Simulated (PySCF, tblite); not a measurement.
**C₄H₁₃BOSi: geometry, infrared bands and NMR shifts**

Wanted: the infrared bands and NMR shifts of C₄H₁₃BOSi (`C=CC[BH2-][O+](C)[SiH3]`), by calculation.

Computed with tblite 0.8.0 and PySCF 2.14.0, with density-fitted response routines of our own, on a single molecule in the gas phase. Atoms count from 0, in the outputs and in this text.

**1. The molecule as given**

20 atoms, charge 0, multiplicity 1; geometry from: force field or distance geometry start.

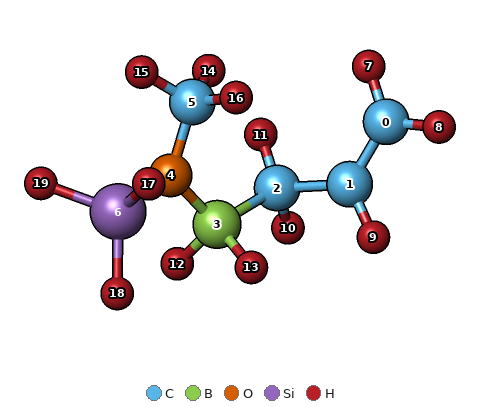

As it starts; carbon blue, boron green, oxygen orange, silicon purple, hydrogen red, atoms numbered.

**2. Relaxing the molecule with GFN2-xTB**

The job: settings as JSON, then the geometry in Å.

```
{"job": {"kind": "relax", "xc": "GFN2-xTB", "basis": "xTB"}, "charge": 0, "multiplicity": 1}
C      2.557600     1.171800    -0.227000
C      2.091700     0.030500     0.223100
C      1.279800    -0.924400    -0.585100
B     -0.112100    -1.090200     0.141500
O     -1.184500    -0.277600    -0.295100
C     -0.907100     0.844700    -1.031000
Si    -2.577500    -0.221700     0.636400
H      2.401400     1.573800    -1.197700
H      3.146500     1.776500     0.471100
H      2.316400    -0.261400     1.242900
H      1.832900    -1.898200    -0.526000
H      1.226800    -0.660700    -1.641400
H     -0.441000    -2.236700     0.023900
H      0.110300    -0.953500     1.321300
H     -0.244200     0.744000    -1.885800
H     -1.893300     1.181500    -1.447200
H     -0.567200     1.665700    -0.367000
H     -2.669200     1.131500     1.227600
H     -2.635900    -1.165800     1.746300
H     -3.736600    -0.419000    -0.243600
```

On the command line:

```bash
OMP_NUM_THREADS=1 python probes_run.py task.json out
```

The driver reads the jobs from task.json and runs them one after another.

Log:

```text
step      E/eV     max force
  0    -603.86232    3.912
  1    -604.23777    1.811
  2    -604.40836    0.987
  3    -604.50788    0.996
  4    -604.56094    0.631
  5    -604.58564    0.418
  6    -604.61602    0.328
  7    -604.63335    0.302
  8    -604.64499    0.211
  9    -604.65402    0.228
 10    -604.66226    0.203
 11    -604.66841    0.190
 12    -604.67418    0.210
 13    -604.68102    0.262
 14    -604.68976    0.308
 15    -604.69957    0.260
 16    -604.70886    0.190
 17    -604.71643    0.185
 18    -604.72226    0.209
 19    -604.72726    0.185
 20    -604.73144    0.139
 21    -604.73530    0.149
 22    -604.73946    0.171
 23    -604.74342    0.194
 24    -604.74655    0.143
 25    -604.74889    0.110
 26    -604.75095    0.126
 27    -604.75335    0.140
 28    -604.75622    0.157
 29    -604.75891    0.107
 30    -604.76093    0.094
 31    -604.76255    0.090
 32    -604.76410    0.104
 33    -604.76568    0.105
 34    -604.76715    0.084
 35    -604.76828    0.076
 36    -604.76917    0.069
 37    -604.77008    0.068
 38    -604.77116    0.083
 39    -604.77237    0.079
 40    -604.77362    0.089
 41    -604.77491    0.108
 42    -604.77633    0.108
 43    -604.77791    0.095
 44    -604.77959    0.108
 45    -604.78126    0.109
 46    -604.78342    0.123
 47    -604.78682    0.176
 48    -604.79078    0.200
 49    -604.79490    0.147
 50    -604.79916    0.132
 51    -604.80284    0.136
 52    -604.80626    0.191
 53    -604.80877    0.182
 54    -604.81036    0.160
 55    -604.81260    0.094
 56    -604.81402    0.101
 57    -604.81493    0.075
 58    -604.81573    0.078
 59    -604.81633    0.059
 60    -604.81684    0.044
 61    -604.81737    0.053
 62    -604.81798    0.064
 63    -604.81861    0.067
 64    -604.81922    0.060
 65    -604.81987    0.074
 66    -604.82071    0.074
 67    -604.82185    0.073
 68    -604.82317    0.075
 69    -604.82433    0.058
 70    -604.82515    0.123
 71    -604.82604    0.087
 72    -604.82733    0.077
 73    -604.82930    0.084
 74    -604.83079    0.114
 75    -604.83281    0.140
 76    -604.83499    0.111
 77    -604.83711    0.093
 78    -604.83877    0.102
 79    -604.84010    0.083
 80    -604.84169    0.086
 81    -604.84353    0.112
 82    -604.84510    0.112
 83    -604.84644    0.085
 84    -604.84739    0.088
 85    -604.84839    0.067
 86    -604.84963    0.091
 87    -604.85087    0.086
 88    -604.85154    0.087
 89    -604.85237    0.059
 90    -604.85317    0.058
 91    -604.85476    0.078
 92    -604.85625    0.079
 93    -604.85768    0.091
 94    -604.85862    0.075
 95    -604.85965    0.067
 96    -604.86058    0.057
 97    -604.86126    0.049
 98    -604.86160    0.054
 99    -604.86191    0.046
100    -604.86228    0.047
101    -604.86281    0.065
102    -604.86366    0.071
103    -604.86500    0.096
104    -604.86636    0.077
105    -604.86740    0.064
106    -604.86811    0.061
107    -604.86885    0.062
108    -604.87004    0.085
109    -604.87177    0.112
110    -604.87370    0.122
111    -604.87551    0.135
112    -604.87757    0.114
113    -604.88016    0.121
114    -604.88371    0.135
115    -604.88746    0.132
116    -604.89119    0.188
117    -604.89383    0.172
118    -604.89789    0.183
119    -604.90188    0.196
120    -604.90641    0.184
121    -604.91030    0.149
122    -604.91483    0.179
123    -604.91957    0.208
124    -604.91417    0.329
125    -604.92410    0.122
126    -604.92569    0.101
127    -604.92922    0.131
128    -604.93224    0.130
129    -604.93528    0.103
130    -604.93789    0.110
131    -604.94004    0.091
132    -604.94197    0.104
133    -604.94392    0.106
134    -604.94525    0.128
135    -604.94717    0.077
136    -604.94839    0.152
137    -604.95005    0.088
138    -604.95147    0.063
139    -604.95334    0.092
140    -604.95462    0.116
141    -604.95685    0.106
142    -604.95938    0.099
143    -604.96124    0.089
144    -604.96337    0.106
145    -604.96511    0.097
146    -604.96684    0.083
147    -604.96749    0.064
148    -604.96829    0.055
149    -604.96896    0.055
150    -604.96959    0.047
151    -604.97031    0.066
152    -604.97096    0.067
153    -604.97144    0.052
154    -604.97179    0.031
155    -604.97199    0.030
156    -604.97221    0.040
157    -604.97250    0.042
158    -604.97272    0.031
159    -604.97287    0.027
160    -604.97299    0.024
161    -604.97310    0.025
162    -604.97321    0.024
163    -604.97329    0.014
164    -604.97334    0.014
165    -604.97340    0.017
166    -604.97349    0.029
167    -604.97361    0.035
168    -604.97376    0.029
169    -604.97393    0.033
170    -604.97412    0.038
171    -604.97433    0.031
172    -604.97452    0.029
173    -604.97465    0.016
174    -604.97472    0.015
175    -604.97477    0.014
176    -604.97480    0.013
177    -604.97485    0.014
178    -604.97492    0.014
179    -604.97501    0.024
180    -604.97511    0.026
181    -604.97522    0.028
182    -604.97532    0.024
183    -604.97541    0.018
184    -604.97550    0.024
185    -604.97559    0.023
186    -604.97567    0.021
187    -604.97575    0.019
188    -604.97582    0.022
189    -604.97587    0.022
190    -604.97592    0.017
191    -604.97596    0.012
192    -604.97601    0.013
193    -604.97606    0.012
194    -604.97610    0.012
195    -604.97615    0.015
196    -604.97620    0.018
197    -604.97630    0.026
198    -604.97645    0.039
199    -604.97665    0.045
200    -604.97692    0.051
201    -604.97717    0.042
202    -604.97750    0.051
203    -604.97780    0.048
204    -604.97830    0.049
205    -604.97869    0.050
206    -604.97928    0.049
207    -604.97973    0.040
208    -604.98012    0.044
209    -604.98016    0.046
210    -604.98057    0.038
211    -604.98077    0.033
212    -604.98098    0.035
213    -604.98113    0.032
214    -604.98125    0.024
215    -604.98138    0.019
216    -604.98149    0.028
217    -604.98158    0.026
218    -604.98167    0.024
219    -604.98175    0.020
220    -604.98183    0.020
221    -604.98190    0.030
222    -604.98200    0.037
223    -604.98211    0.029
224    -604.98222    0.020
225    -604.98231    0.018
226    -604.98238    0.022
227    -604.98242    0.019
228    -604.98245    0.013
229    -604.98247    0.009
```

Run time: 2.8 s. Hardware: 1 thread of Arm Neoverse N1, shared host; peak memory 0.18 GiB.

Relaxation path: (not every step is listed)

| step | energy from step 0 (eV) | largest force (eV/Å) |
| --- | --- | --- |
| 0 | 0.0000 | 3.9122 |
| 1 | -0.3755 | 1.8114 |
| 2 | -0.5460 | 0.9872 |
| 3 | -0.6456 | 0.9957 |
| 4 | -0.6986 | 0.6311 |
| 5 | -0.7233 | 0.4180 |
| 6 | -0.7537 | 0.3277 |
| 7 | -0.7710 | 0.3018 |
| 8 | -0.7827 | 0.2106 |
| 29 | -0.8966 | 0.1067 |
| 50 | -0.9368 | 0.1320 |
| 71 | -0.9637 | 0.0866 |
| 92 | -0.9939 | 0.0794 |
| 113 | -1.0178 | 0.1208 |
| 134 | -1.0829 | 0.1282 |
| 155 | -1.1097 | 0.0302 |
| 176 | -1.1125 | 0.0135 |
| 197 | -1.1140 | 0.0265 |
| 218 | -1.1194 | 0.0237 |
| 224 | -1.1199 | 0.0201 |
| 225 | -1.1200 | 0.0185 |
| 226 | -1.1201 | 0.0217 |
| 227 | -1.1201 | 0.0187 |
| 228 | -1.1201 | 0.0135 |
| 229 | -1.1202 | 0.0086 |

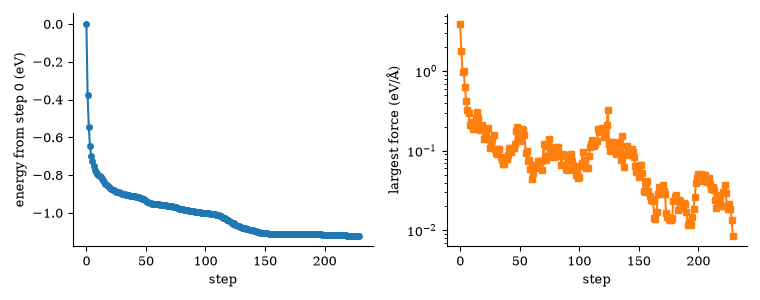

Energy and force, step by step.

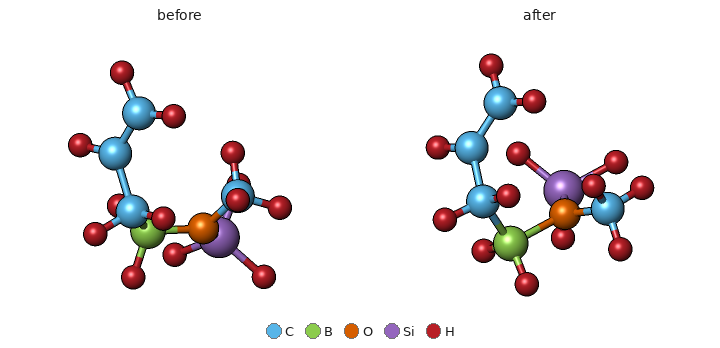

Before and after, at one scale.

Distances of close pairs at the start and the end, largest changes first:

| bond | before (Å) | after (Å) | change (Å) |
| --- | --- | --- | --- |
| B3–O4 | 1.415 | 1.633 | +0.219 |
| C2–B3 | 1.579 | 1.637 | +0.058 |
| O4–C5 | 1.370 | 1.408 | +0.037 |
| C5–H15 | 1.122 | 1.089 | -0.033 |
| C2–H10 | 1.121 | 1.092 | -0.030 |
| C5–H16 | 1.109 | 1.090 | -0.019 |
| B3–H13 | 1.208 | 1.190 | -0.018 |
| C0–H7 | 1.062 | 1.080 | +0.018 |

The next job starts from the end point, and lists it.

**3. Infrared spectrum with GFN2-xTB**

The job: settings as JSON, then the geometry in Å.

```
{"job": {"kind": "ir", "xc": "GFN2-xTB", "basis": "xTB"}, "charge": 0, "multiplicity": 1}
C      1.883612     1.263760     0.510358
C      1.739921    -0.045469     0.648546
C      1.408078    -0.997487    -0.439883
B     -0.158033    -1.467511    -0.368081
O     -1.076513    -0.117367    -0.390667
C     -1.077667     0.557775    -1.626035
Si    -1.827012     0.378773     1.004973
H      1.833526     1.745044    -0.454852
H      2.083681     1.913821     1.346556
H      1.809050    -0.484170     1.637528
H      2.017554    -1.896984    -0.332365
H      1.656064    -0.556326    -1.408572
H     -0.508879    -2.092745    -1.317018
H     -0.449824    -1.968890     0.671030
H     -1.484937    -0.104185    -2.392645
H     -1.680839     1.463214    -1.568074
H     -0.054971     0.821927    -1.894422
H     -2.399122     1.672527     0.622839
H     -0.834620     0.515053     2.056923
H     -2.884217    -0.590083     1.281125
```

Log:

```text
mode    cm-1     km/mol
  1     -37.3      1.62
  2      63.6      0.47
  3      77.5      4.60
  4     114.8      1.46
  5     120.5      0.51
  6     192.6      1.33
  7     219.1      3.96
  8     252.5      6.17
  9     329.9      8.82
 10     372.6      1.60
 11     421.2      0.43
 12     455.7     28.22
 13     576.8     27.87
 14     612.4     37.43
 15     636.6      1.33
 16     713.9    226.37
 17     757.5    199.73
 18     768.9    221.57
 19     773.3     62.40
 20     809.6     21.78
 21     820.8    225.11
 22     865.3     15.43
 23     891.9     27.09
 24     952.1      8.09
 25     972.5     30.74
 26    1026.0      6.19
 27    1061.8    106.66
 28    1082.4     79.39
 29    1099.9    116.38
 30    1121.8      1.69
 31    1175.3     56.34
 32    1198.4     58.96
 33    1229.6     46.05
 34    1234.7     32.49
 35    1300.1      4.63
 36    1410.0      5.75
 37    1427.2     12.41
 38    1457.4      1.56
 39    1479.8      8.55
 40    1503.2      4.16
 41    1702.3     41.49
 42    2248.4    287.01
 43    2293.2    203.34
 44    2360.9    160.86
 45    2457.4    260.83
 46    2470.9    222.85
 47    2954.2     68.31
 48    2975.4     54.69
 49    2985.0     14.55
 50    3005.6     19.38
 51    3008.4     16.04
 52    3032.8     56.20
 53    3075.1     52.04
 54    3100.1     77.65
```

Run time: 1.2 s. Hardware: 1 thread of Arm Neoverse N1, shared host; peak memory 0.18 GiB.

The strongest bands and the atoms that carry them (share of the mass-weighted mode):

| cm⁻¹ | km/mol | atoms |
| --- | --- | --- |
| 714 | 226.4 | O4 41 %, Si6 26 % |
| 758 | 199.7 | H18 55 %, H19 29 % |
| 769 | 221.6 | H17 47 %, H19 32 % |
| 821 | 225.1 | H17 46 %, H19 25 %, H18 20 % |
| 2248 | 287.0 | H17 94 % |
| 2293 | 203.3 | H19 95 % |
| 2457 | 260.8 | H13 73 %, H12 17 % |
| 2471 | 222.8 | H12 76 %, H13 20 % |

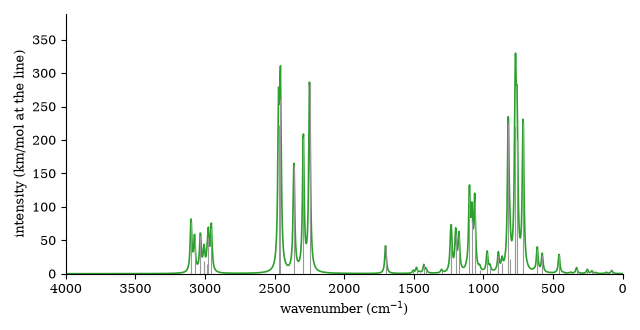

The infrared spectrum from these modes, unscaled. Lines are broadened to a width of 14 cm⁻¹ (Lorentzian).

**4. NMR shieldings: PBE0/pcSseg-1**

Same as in step 3 but for these lines:

```diff
@@ -1,2 +1,2 @@
-{"job": {"kind": "ir", "xc": "GFN2-xTB", "basis": "xTB"}, "charge": 0, "multiplicity": 1}
+{"job": {"kind": "nmr", "xc": "PBE0", "basis": "pcSseg-1"}, "charge": 0, "multiplicity": 1}
 C      1.883612     1.263760     0.510358
```

Level: GIAO PBE0/pcSseg-1 NMR shielding, non-relativistic, gas phase.

Log:

```text
coarse grid: 16200 points
cycle   1  E = -549.1770604298  dE =  5.934e-01  |g| = 5.609e-01  |ddm| = 3.760e+00
cycle   2  E = -549.1450797674  dE =  3.198e-02  |g| = 7.085e-01  |ddm| = 1.107e+00
cycle   3  E = -549.2502190713  dE = -1.051e-01  |g| = 1.069e-01  |ddm| = 6.501e-01
cycle   4  E = -549.2522587585  dE = -2.040e-03  |g| = 3.229e-02  |ddm| = 9.378e-02
cycle   5  E = -549.2524832469  dE = -2.245e-04  |g| = 8.160e-03  |ddm| = 2.816e-02
cycle   6  E = -549.2524970324  dE = -1.379e-05  |g| = 3.639e-03  |ddm| = 1.033e-02
cycle   7  E = -549.2525002582  dE = -3.226e-06  |g| = 7.714e-04  |ddm| = 3.445e-03
final grid: 149016 points
cycle   8  E = -549.3032501732  dE = -4.837e-05  |g| = 1.210e-02  |ddm| = 3.112e-02
cycle   9  E = -549.3032298651  dE =  2.031e-05  |g| = 1.614e-02  |ddm| = 1.840e-02
cycle  10  E = -549.3032800125  dE = -5.015e-05  |g| = 1.771e-03  |ddm| = 1.036e-02
cycle  11  E = -549.3032807261  dE = -7.137e-07  |g| = 2.235e-04  |ddm| = 1.572e-03
cycle  12  E = -549.3032807358  dE = -9.691e-09  |g| = 1.002e-04  |ddm| = 2.712e-04
cycle  13  E = -549.3032807381  dE = -2.246e-09  |g| = 4.158e-05  |ddm| = 1.230e-04
cycle  14  E = -549.3032807385  dE = -4.089e-10  |g| = 6.357e-06  |ddm| = 3.618e-05
converged SCF energy = -549.3032807385

GIAO shielding tensors (ppm)
atom      isotropic    diamagn.    paramagn.     s11        s22        s33       span
  0 C       75.369     256.677    -181.309    -32.203    101.607    156.703    188.906
  1 C       31.102     258.517    -227.415    -92.143     26.141    159.309    251.452
  2 C      156.531     251.351     -94.820    137.490    150.886    181.216     43.726
  3 B      101.964     189.941     -87.977     78.632     89.010    138.250     59.618
  4 O      355.124     404.771     -49.647    333.176    344.641    387.556     54.380
  5 C      125.766     244.863    -119.097     87.154    105.684    184.461     97.307
  6 Si     365.030     880.960    -515.930    312.274    333.892    448.924    136.649
  7 H       26.821      33.440      -6.619     23.424     26.253     30.785      7.361
  8 H       26.857      31.101      -4.244     23.737     26.055     30.778      7.040
  9 H       25.160      33.010      -7.850     22.660     25.780     27.039      4.380
 10 H       30.126      30.750      -0.624     26.070     27.853     36.454     10.384
 11 H       29.765      33.305      -3.539     27.714     28.277     33.305      5.590
 12 H       28.606      31.904      -3.299     24.920     28.520     32.378      7.458
 13 H       28.719      32.596      -3.877     24.462     28.322     33.373      8.911
 14 H       28.013      28.990      -0.977     24.336     25.283     34.420     10.084
 15 H       28.225      30.230      -2.005     24.183     26.252     34.240     10.058
 16 H       27.449      31.943      -4.494     22.766     26.981     32.600      9.834
 17 H       27.112      30.689      -3.577     23.832     25.569     31.934      8.102
 18 H       26.428      31.242      -4.814     21.854     27.275     30.155      8.301
 19 H       26.760      29.545      -2.785     23.143     24.752     32.385      9.242
```

It took 56 s on 1 thread of Arm Neoverse N1, shared host; peak memory 0.86 GiB.

The references, computed at this level on geometries of the same kind, shield at (ppm): 1H TMS 31.72, 13C TMS 186.9, 29Si TMS 349.2, 17O H2O 336.1, 11B BF3·OEt2 100.1. Their shielding less the atom's gives the shift. The references are single molecules in the gas phase, so shifts against H2O, NH3, PH3, H3PO4 or CFCl3 are not on the usual liquid scales and can be off by tens of ppm. Atoms listed in one row are averaged.

| atoms | environment | σ (ppm) | δ (ppm) | δ scaled to CDCl3 |
| --- | --- | --- | --- | --- |
| C1 | alkene CH | 31.1 | 155.8 | 150.2 |
| C0 | terminal =CH2 carbon | 75.4 | 111.6 | 107.0 |
| C5 | methyl carbon bonded to O | 125.8 | 61.2 | 57.8 |
| C2 | allylic sp3 CH2 bonded to B | 156.5 | 30.4 | 27.7 |
| H9 | hydrogen on an alkene CH | 25.16 | 6.56 | 6.29 |
| H17, H18, H19 | hydrogen on a silicon bonded to O | 26.77 | 4.95 | – |
| H7 | hydrogen on a terminal =CH2 carbon | 26.82 | 4.90 | 4.72 |
| H8 | hydrogen on a terminal =CH2 carbon | 26.86 | 4.86 | 4.69 |
| H14, H15, H16 | hydrogen on a methyl carbon bonded to O | 27.90 | 3.82 | 3.71 |
| H12, H13 | hydrogen on a boron bonded to C, O | 28.66 | 3.05 | – |
| H10, H11 | hydrogen on an allylic sp3 CH2 bonded to B | 29.95 | 1.77 | 1.78 |
| B3 | boron bonded to C, O, 2 H | 102.0 | -1.9 | – |
| O4 | donor oxygen of a Lewis adduct | 355.1 | -19.0 | – |
| Si6 | silicon bonded to O, 3 H | 365.0 | -15.9 | – |

The scaled column applies a straight-line fit of computed shieldings to shifts measured in CDCl3 (root-mean-square error 0.16 ppm for H, 1.9 ppm for C).

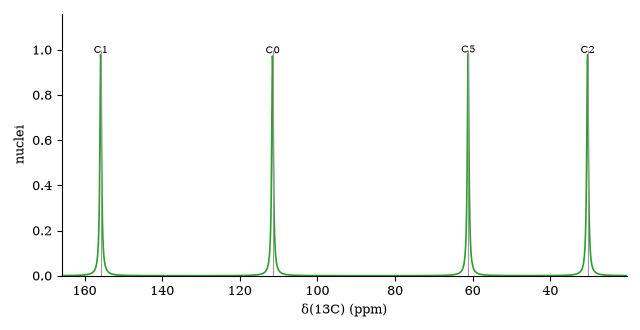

13C lines at the computed shifts, without couplings. Lines are broadened to a width of 0.50 ppm (Lorentzian).

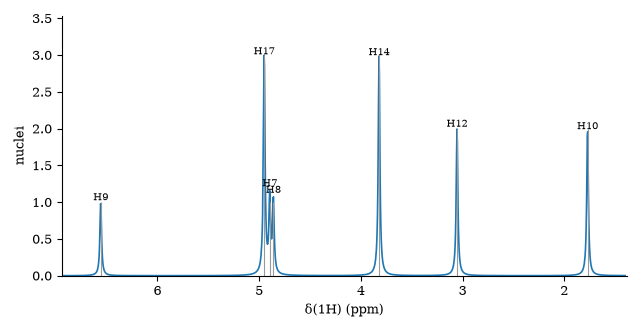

1H lines at the computed shifts, without couplings. Lines are broadened to a width of 0.02 ppm (Lorentzian).

Charges from the same density, by scheme (e):

| atoms | Mulliken | IAO | Hirshfeld | ESP fit |
| --- | --- | --- | --- | --- |
| C0 | -0.20 | -0.37 | -0.13 | -0.57 |
| C1 | -0.24 | -0.10 | -0.03 | -0.04 |
| C2 | -0.35 | -0.39 | -0.15 | -0.28 |
| B3 | 0.14 | -0.13 | 0.00 | 0.12 |
| O4 | -0.68 | -0.43 | -0.06 | -0.09 |
| C5 | 0.00 | -0.20 | 0.00 | -0.33 |
| Si6 | 0.71 | 0.87 | 0.42 | 0.55 |

Hirshfeld charges:

C0 -0.13; C1 -0.03; C2 -0.15; B3 0.00; O4 -0.06; C5 0.00; Si6 0.42; H7 0.03; H8 0.03; H9 0.04; H10 0.04; H11 0.02; H12 -0.09; H13 -0.09; H14 0.06; H15 0.06; H16 0.06; H17 -0.07; H18 -0.06; H19 -0.06

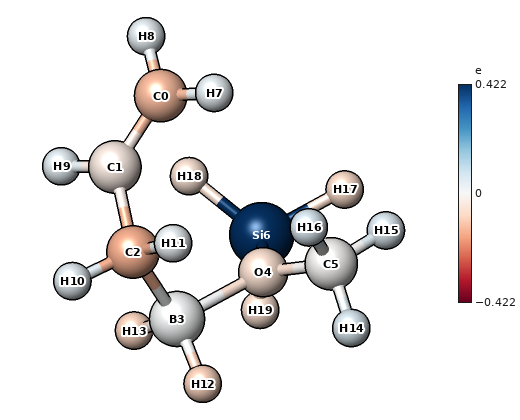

Hirshfeld charges, as colours on the atoms.

Mayer bond orders: C0–C1 1.95, C1–C2 1.06, C2–B3 0.92, B3–O4 0.42, O4–C5 0.82, O4–Si6 0.74.

**5. What came out**

| quantity | value |
| --- | --- |
| strongest single infrared mode (GFN2-xTB) | 2248 cm⁻¹, 287 km/mol |
| zero-point energy (GFN2-xTB) | 99.0 kcal/mol |
| 13C shifts against TMS (PBE0/pcSseg-1) | 155.8, 111.6, 61.2, 30.4 ppm |
| 1H shifts against TMS (PBE0/pcSseg-1, means over atoms taken as alike) | 6.56, 4.95, 4.90, 4.86, 3.82, 3.05, 1.77 ppm |
| 11B shifts against BF3·OEt2 (PBE0/pcSseg-1) | -1.9 ppm |
| 17O shifts against H2O (PBE0/pcSseg-1) | -19.0 ppm |
| 29Si shifts against TMS (PBE0/pcSseg-1) | -15.9 ppm |

The optimisation took 229 steps and gained 1.120 eV; among the close pairs (by a distance rule), B3–O4 changed most, from 1.415 to 1.633 Å. The lowest mode is imaginary (37i cm⁻¹), so the xTB geometry is not a minimum. The strongest single mode, at 2248 cm⁻¹, moves mainly H17. GFN2-xTB is a fitted tight-binding method: band positions and strengths are rough. Its intensities can rank the bands wrongly. C1 (alkene CH) lies farthest downfield among carbon, at 155.8 ppm; as expected for a trigonal carbon in a double bond. H9 (hydrogen on an alkene CH) lies farthest downfield among hydrogen, at 6.56 ppm; olefinic region. At PBE0/pcSseg-1: The largest span, 251 ppm, is at C1, where the paramagnetic term is -227 ppm.
